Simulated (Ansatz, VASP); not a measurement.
# Ag (Ag(110)): VASP beside Ansatz, part 2 of 2

Aim: how closely do two programs agree when they are given the same cell, functional and k mesh?  Valence electrons are named where the data sets of a main pair hold unlike numbers.

VASP 6.6.1 and Ansatz 0.2.0.

So far: The structure; VASP: band structure, LDA.

## 3. Ansatz: band structure, LDA

Level of this step: Ansatz beside VASP: Kohn-Sham DFT, plane waves, LDA (Ansatz).

Ansatz runs on its default PAW (the set named soft_2) files.

The same cell, functional (in two slightly different forms), mesh and smearing now go to Ansatz, which takes its cutoff from its data sets.

input.yaml reads:

```yaml
crystal:
  lattice:
    - [4.09, 0.0, 0.0]
    - [0.0, 2.8920667351, 0.0]
    - [0.0, 0.0, 26.6762002052]
  atoms:
    - { symbol: Ag, position: [0.0, 0.0, 0.3373793843] }
    - { symbol: Ag, position: [0.5, 0.5, 0.3915862562] }
    - { symbol: Ag, position: [0.0, 0.0, 0.4457931281] }
    - { symbol: Ag, position: [0.5, 0.5, 0.5] }
    - { symbol: Ag, position: [0.0, 0.0, 0.5542068719] }
    - { symbol: Ag, position: [0.5, 0.5, 0.6084137438] }
    - { symbol: Ag, position: [0.0, 0.0, 0.6626206157] }
hamiltonian:
  xc: lda
  pseudopotentials: { kind: paw }
kpoints:
  mp_grid: { grid: [10, 14, 1] }
  band_path:
    path:
      - [0.0, 0.0, 0.0]
      - [-0.07692, 0.0, 0.0]
      - [-0.15385, 0.0, 0.0]
      - [-0.26923, 0.0, 0.0]
      - [-0.34615, 0.0, 0.0]
      - [-0.42308, 0.0, 0.0]
      - [-0.5, 0.0, 0.0]
      - [-0.5, -0.07692, 0.0]
      - [-0.5, -0.19231, 0.0]
      - [-0.5, -0.26923, 0.0]
      - [-0.5, -0.34615, 0.0]
      - [-0.5, -0.46154, 0.0]
      - [-0.5, -0.5, 0.0]
      - [-0.42308, -0.5, 0.0]
      - [-0.30769, -0.5, 0.0]
      - [-0.23077, -0.5, 0.0]
      - [-0.11538, -0.5, 0.0]
      - [-0.03846, -0.5, 0.0]
      - [0.0, -0.5, 0.0]
      - [0.0, -0.38462, 0.0]
      - [0.0, -0.30769, 0.0]
      - [0.0, -0.23077, 0.0]
      - [0.0, -0.11538, 0.0]
      - [0.0, -0.03846, 0.0]
      - [-0.03846, -0.03846, 0.0]
      - [-0.11538, -0.11538, 0.0]
      - [-0.19231, -0.19231, 0.0]
      - [-0.30769, -0.30769, 0.0]
      - [-0.38462, -0.38462, 0.0]
      - [-0.5, -0.5, 0.0]
    npoints: 1
scf:
  occupations: { method: fermi_dirac, width: 0.1 }
  n_extra_bands: 9
efield:
  axis: 3
  dipole_correction: true
  ramp_width: 0.04
output:
  forces: true
  eigenvalues: true
```

The run is started by

```console
$ ansatz run input.yaml --threads 4 --pin off --max-ram 9216MiB --backend cpu --events-out ev --progress --plain --runs-dir out
```

Numbers of over 12 decimals in the logs are rounded to 6 here.

Log:

```text
scf.n_extra_bands = 9 over 67 filled bands (N_el = 133.0): the run solves 76 bands
Engine: ansatz 0.2.0, aarch64-unknown-linux-gnu
Pseudopotentials: kind: paw
Pseudopotential: Ag, paw, valence charge 19, recommended cutoff 420 eV (normal), Ag.paw.azcp
Functional definition: SPW92
  exchange = slater_x
  correlation = pw_c
Crystal: 7 atoms, lattice volume = 315.541 Å³
Basis set: ecut = 420 eV, 6169 PW (Γ)
Bands: 76, of which v1, the nominal top of the filled ones, is band 67 counted from 1 (66 counted from 0)
Symmetry: 4 space group operations
k-points: 48 of 140
Non-local potential: Ag, projectors of the file, l = 0: 3, l = 1: 2, l = 2: 2, l = 3: 1
PAW form: soft (Blöchl's): semilocal exchange-correlation on the pseudo side does not see the compensation charge
PAW frozen core: Ag, regenerated for the run's functional, and the local potential with it (the file was generated under x = pbe(κ = 0.804, μ = 0.219515), c = pbe(β = 0.066725))
PAW one-centre angular grid: Ag, 590 points (default); XC on 64 Gauss nodes
Initial density: superposition of atomic densities (neutral atoms: chi_scale 0, normalization atom), corrected by the library's trained network
Initial wavefunctions: pseudopotential atomic-orbital guess
Functional: x = slater, c = lda
SCF iter   1: F=—  HF=-52204.851466 eV  |F-HF|=—  |Δ(HF+E_count)|=         —  Δρ=8.15e-3  dr2=1.85e-1  ethr=1.77e-3  p=0.000 e·Å  D=2.37e-14 V/Å  ΔV_dip=-0.00 eV  dr2_dipole=6.44e-9  V_vac-E_F(+/−)=4.45/4.45 eV  ⟨swp⟩=7.2  Hψ=14810  notcnv=0  defer=15
efield: sawtooth ramp at fractional position 0.9800 (placed from the atoms, in the widest stretch of the axis that holds none; the zero of the levels goes with the place), width 0.0400; the density the first Hamiltonian is built on has a dipole p = 0.000 e·Å; the dipole correction subtracts the counter field D = 2.37e-14 V/Å, which shifts the + side's vacuum level by -0.00 eV against the − side's; the planar-averaged density in the ramp window peaks in size at 3.3e-6 e/Å³
preconditioner: auto → LDOS  [metal: Δε(μ)=0.042 eV  Ē_g=7.905 eV  σ=0.100 eV  W_gap=0.10  n_scr=64 (ndim 8)  ℏωp=18.3 eV  f_vac=0.575  D(μ)=2.04/eV (n_scr^D=8)  β→1.0]
SCF iter   2: F=—  HF=-52204.926499 eV  |F-HF|=—  |Δ(HF+E_count)|=   7.50e-2  Δρ=1.26e-2  dr2=4.06e-1  ethr=1.39e-4  p=0.000 e·Å  D=4.27e-6 V/Å  ΔV_dip=-0.00 eV  dr2_dipole=1.53e-9  V_vac-E_F(+/−)=4.60/4.60 eV  ⟨swp⟩=2.7  Hψ=8057  notcnv=0  defer=72
SCF iter   3: F=—  HF=-52204.803595 eV  |F-HF|=—  |Δ(HF+E_count)|=   1.23e-1  Δρ=8.45e-4  dr2=1.62e-3  ethr=1.39e-4  p=0.000 e·Å  D=1.63e-6 V/Å  ΔV_dip=-0.00 eV  dr2_dipole=3.41e-9  V_vac-E_F(+/−)=4.54/4.54 eV  ⟨swp⟩=2.0  Hψ=7154  notcnv=0  defer=72
SCF iter   4: F=—  HF=-52204.802667 eV  |F-HF|=—  |Δ(HF+E_count)|=   9.28e-4  Δρ=1.40e-4  dr2=6.62e-5  ethr=1.22e-6  p=0.000 e·Å  D=6.72e-7 V/Å  ΔV_dip=-0.00 eV  dr2_dipole=1.36e-10  V_vac-E_F(+/−)=4.54/4.54 eV  ⟨swp⟩=3.6  Hψ=9073  notcnv=0  defer=69
SCF iter   5: F=—  HF=-52204.802691 eV  |F-HF|=—  |Δ(HF+E_count)|=   2.38e-5  Δρ=4.15e-5  dr2=4.72e-6  ethr=4.98e-8  p=0.000 e·Å  D=5.97e-7 V/Å  ΔV_dip=-0.00 eV  dr2_dipole=5.36e-11  V_vac-E_F(+/−)=4.54/4.54 eV  ⟨swp⟩=2.1  Hψ=6032  notcnv=0  defer=67
SCF iter   6: F=—  HF=-52204.802691 eV  |F-HF|=—  |Δ(HF+E_count)|=   5.31e-7  Δρ=1.04e-5  dr2=2.99e-7  ethr=3.55e-9  p=0.000 e·Å  D=2.51e-7 V/Å  ΔV_dip=-0.00 eV  dr2_dipole=2.80e-12  V_vac-E_F(+/−)=4.54/4.54 eV  ⟨swp⟩=2.4  Hψ=6846  notcnv=0  defer=67
SCF iter   7: F=-52204.802690 eV  HF=-52204.802690 eV  |F-HF|=2.01e-9  |Δ(HF+E_count)|=   3.27e-8  Δρ=3.27e-6  dr2=3.06e-8  ethr=7.52e-11  p=0.000 e·Å  D=1.30e-7 V/Å  ΔV_dip=-0.00 eV  dr2_dipole=1.07e-13  V_vac-E_F(+/−)=4.54/4.54 eV  ⟨swp⟩=12.2  Hψ=17133  notcnv=0
SCF 1 converged in 7 iterations: F = -52204.802690 eV  dr2 = 3.06e-8
  greatest PAW one-centre occupation: 1.002 electrons in one spin orbital (limit 2), on the Ag atom at site 3 (counted from 0), in its partial waves of l = 0
NSCF: frozen V_eff on 30 k-points
efield: sawtooth ramp at fractional position 0.9800 (kept from the solve that this one continues, or follows in the run), width 0.0400; the density the first Hamiltonian is built on has a dipole p = 0.000 e·Å; the dipole correction subtracts the counter field D = 1.30e-7 V/Å, which shifts the + side's vacuum level by -0.00 eV against the − side's; the planar-averaged density in the ramp window peaks in size at 5.8e-7 e/Å³
SCF converged after 7 iterations
Free energy (F): -52204.802690 eV
Harris-Foulkes:  -52204.802690 eV  (|F-HF|=2.01e-9)
Internal energy: -52204.736248 eV  (E = F + TS)
E sigma→0 (E₀):  -52204.769469 eV
Entropy (-TS):   -0.066443 eV (-9.492 meV/atom)
Fermi energy:    3.604771 eV
Dipole field:    D = 0.000000 V/Å  (p = 0.000001 e·Å, saw-weighted, corrected)
Work function:   Φ+ = 4.5365 eV   Φ− = 4.5365 eV
Levels:          The Fermi level and band energies are counted from a zero that moves with the ramp; work functions are not
--- Per-component energies (eV) ---
  E_band       = -3437.995040
  E_kinetic    = 3689.489092
  E_local      = -248844.114788  (includes V_loc(G=0)·N_el)
  E_nonlocal   = 607.768124
  E_hartree    = 122820.863981
  E_xc         = -1281.267794
  E_vxc        = -1636.340572  (∫ρ·V_xc dr)
  E_paw        = -26394.432838  (= ΣΔE_a)
  E_vpaw       = -2896.585333  (= ΣTr[D̂ρ^β])
  E_aug_tail   = 0.001895  (compensation charges beyond the density's cutoff)
  E_efield     = 0.000000  (sawtooth field / dipole correction)
  E_vefield    = 0.000000  (∫n·V_field dr)
  E_ewald      = 97191.882428
  E_core_change = 5.073652  (= ΣΔE_core)
  E_smearing   = -0.066443  (= −TS)
  E_closure    = -0.000000  (closes the sum)
  Σ components = -52204.802690   (vs F -52204.802690, Δ=0.00e0)
--- Forces (eV/Å), atoms counted from 1 ---
  atom   1  Ag     0.00000000     0.00000000     0.75237150
  atom   2  Ag     0.00000000     0.00000000    -0.15549146
  atom   3  Ag     0.00000000     0.00000000    -0.01769190
  atom   4  Ag     0.00000000     0.00000000    -0.00000001
  atom   5  Ag     0.00000000     0.00000000     0.01769184
  atom   6  Ag     0.00000000     0.00000000     0.15549125
  atom   7  Ag     0.00000000     0.00000000    -0.75237159
  max |Σ_I F_I| component: 3.82e-7 eV/Å
--- Band table (eV; the first three rows and the last of 48) ---
  k-point 0: bands = [... 63 lower, 0.7853, 0.8678, 0.9006, 2.2426, 4.0350, 5.7894, 5.9808, 7.4320, ... 5 higher]
  k-point 1: bands = [... 63 lower, 0.8132, 0.8581, 0.8877, 2.3154, 4.1378, 6.0366, 6.0905, 7.6064, ... 5 higher]
  k-point 2: bands = [... 63 lower, 0.7775, 0.8961, 0.9486, 2.5330, 4.4332, 6.4039, 6.7061, 8.0362, ... 5 higher]
  k-point 47: bands = [... 63 lower, 3.7984, 3.8734, 5.2997, 5.5160, 7.1098, 7.1985, 7.2189, 7.4616, ... 5 higher]
```

Elapsed: 54 s, on 4 threads of Arm Neoverse V1, shared host; peak memory 1.2 GiB.

Reading the cycles: dr2 is the Hartree energy of the density residual (eV), the measure of convergence; HF is the Harris–Foulkes estimate of the energy, which meets the free energy F at convergence.

## 4. Side by side

Known differences besides the potentials themselves: the two LDA forms differ slightly; the data sets hold 133 valence electrons in Ansatz (on its default PAW (the set named soft_2) files) and 77 in VASP; the cutoff is 420 eV in Ansatz and 300 eV in VASP (PREC = Normal); VASP's log shows a relativistic correction to its local exchange, Ansatz's none. Total energies have different zeros and are not compared.

Compared:

```csv
quantity,Ansatz,VASP,difference
"work function, lower of the two faces (eV)",4.54,4.53,+0.01
"work function, higher of the two faces (eV)",4.54,4.53,+0.01
```

Forces (eV/Å; atoms numbered as in POSCAR):

```csv
atom,"Ansatz x, y, z","VASP x, y, z"
Ag1,"0.000, 0.000, 0.752","0.000, 0.000, 0.741"
Ag2,"0.000, 0.000, -0.155","0.000, 0.000, -0.158"
Ag3,"0.000, 0.000, -0.018","0.000, 0.000, -0.018"
Ag4,"0.000, 0.000, 0.000","0.000, 0.000, 0.000"
Ag5,"0.000, 0.000, 0.018","0.000, 0.000, 0.018"
Ag6,"0.000, 0.000, 0.155","0.000, 0.000, 0.158"
Ag7,"0.000, 0.000, -0.752","0.000, 0.000, -0.741"
```

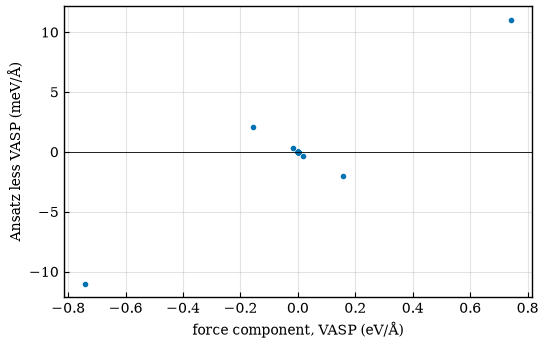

Difference of the force components against their size.

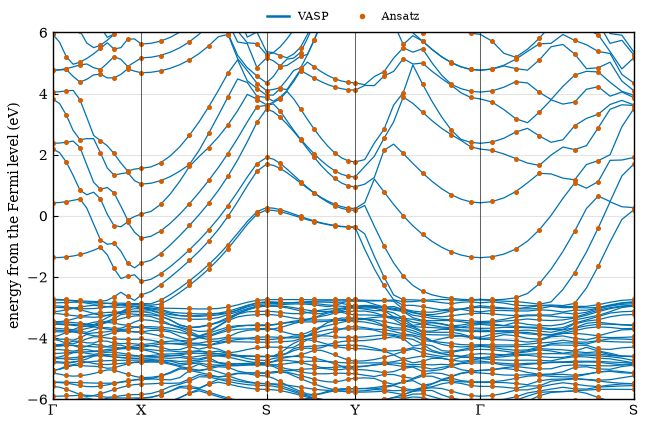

Bands from VASP (lines) and levels from Ansatz (dots). Dots without a line are higher empty bands that the VASP plot leaves out.

The forces differ by 3.5 meV/Å r.m.s., which is 1.5 % of the r.m.s. force of 0.234 eV/Å (both taken over all components). Levels from 3 eV below to 2 eV above the Fermi level differ by 14 meV r.m.s. and 27 meV at most; each VASP level is matched to the nearest of Ansatz, which flatters the figure a little. VASP's log warns that it found no field-free region in the vacuum, so its work functions are uncertain. With vacuum in the cell, a pressure given here is an average over mostly empty space and none of the material.

## 5. Summary of results

```yaml
r_m_s_difference_of_levels_near_the_fermi_level_band_structure_lda: 14 meV
```

In words: The r.m.s. difference of levels near the Fermi level is 14 meV (band structure, LDA), within the 80 meV picked in this series as the mark of a large difference. The data sets hold unlike numbers of valence electrons (133 in Ansatz and 77 in VASP), so part of the differences comes from the potentials. How closely two codes agree says nothing of how well the functional describes the real material.

[Lines on the potential files, build, host, timing and source positions are cut from VASP's logs without a mark.]

[Logs are printed without paths, hosts, clocks, repeated set-up lines and the standing remarks that a program may print on its own settings, such as how far it seeks lower states.]

[Hosts, paths, dates, database ids (printed as entryN), source tags and the programs' standing remarks are cut or masked in the printed files.]
